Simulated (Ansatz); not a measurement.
**ClGaH···H2 (doublet): density, localisation and related maps**

Input

```
crystal:
  periodic: [false, false, false]
  atoms:
    - { symbol: Ga, position_ang: [-0.034797, 0.0, -0.066496] }
    - { symbol: H, position_ang: [0.083222, 0.0, 1.49993] }
    - { symbol: Cl, position_ang: [1.850508, 0.0, -1.137272] }
    - { symbol: H, position_ang: [-1.320058, 0.0, -0.958263] }
    - { symbol: H, position_ang: [0.001325, 0.0, 3.3571] }
magnetization:
  spin_polarized: true
  initial_magnetization: 1
basis:
  gaussian: { orbitals: def2-SVP }
hamiltonian:
  xc: b3lyp
  dispersion: d4
relax:
  f_tol: 0.03
  max_steps: 50
output:
  orbitals: {}
```

Launched as:

```sh
ansatz run input.yaml --threads 1 --pin off --max-ram 2048MiB --backend cpu --events-out ev --progress --plain --runs-dir out
```

The fields are those of the run's last geometry, not of the input's.

Computed with UKS B3LYP-D4/def2-SVP in Ansatz.

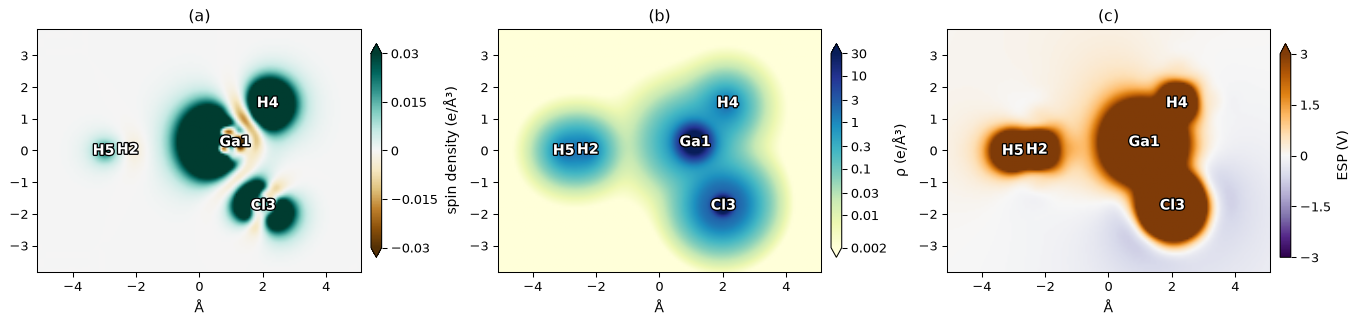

Figure 1. (a) spin density (α minus β); (b) electron density; (c) electrostatic potential on the molecular plane.

Question: What does the map show?

Answer: Atoms in the plane: Ga, H and Cl. Ga1···H2 (3.37 Å): the density falls to about 0.03 e/Å³ on the way: a weak contact between the two molecules. Ga–Cl (2.19 Å): the density is about 0.61 e/Å³ at the midpoint. H–H (0.76 Å): ρ is about 1.7 e/Å³ halfway. Ga–H (1.62 Å): ρ at the midpoint is about 0.84 e/Å³. The unpaired spin (1 electron) lies mostly on Ga1 (about 0.7), H4 (about 0.2) and Cl3 (about 0.1), in electrons by Hirshfeld's partition. Outside the dense part of the complex the potential is most negative (−0.7 V) near Cl3.

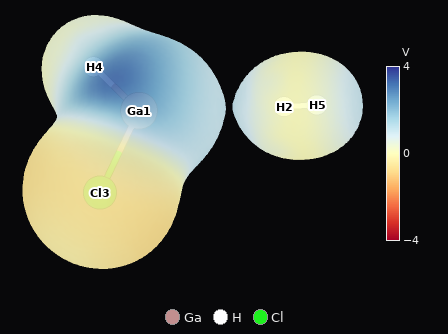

Figure 2. The electrostatic potential painted on the density surface at 0.004 e/bohr³, seen at a tilt; red is negative and blue positive.

Question: Where is the surface potential most negative and most positive?

Answer: The most negative region (about −0.7 V, or −16 kcal/mol for a unit charge) lies over Cl3, the most positive (about +3.3 V, or +76 kcal/mol for a unit charge) over Ga1.
